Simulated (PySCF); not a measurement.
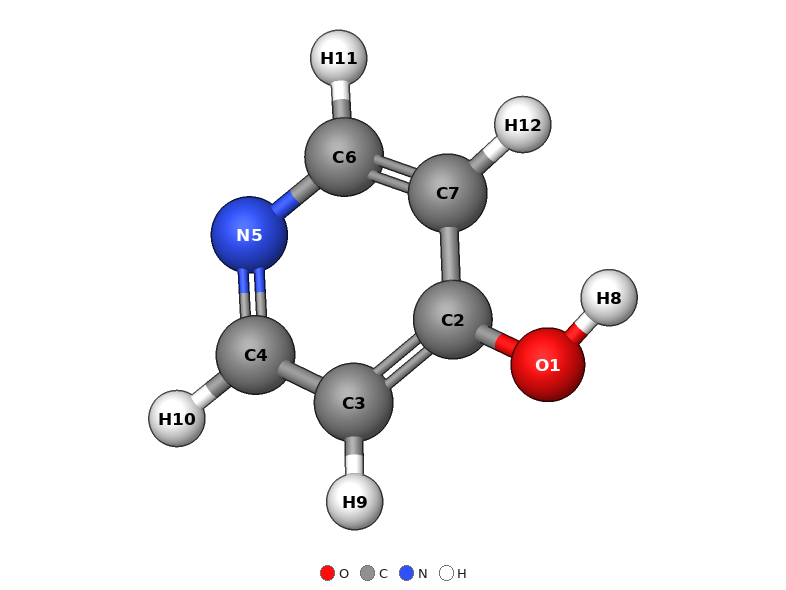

The geometry was computed by an optimisation with PBE0-D3(BJ)/def2-SVP. No frequency run is at hand to confirm it as a minimum. Electric field gradients from the ground-state density, B3LYP/def2-TZVP (PySCF 2.14.0), non-relativistic apart from any core potentials.

Give the largest field-gradient component, the quadrupole coupling constant and the asymmetry for 17O at O1 (Q = −25.6 mb), 14N at N5 (Q = 20.44 mb).

```
atom  V_zz (a.u.)  e²qQ/h (MHz)     η
  O1        1.636         −9.84  0.78
  N5       −1.025         −4.92  0.33
```
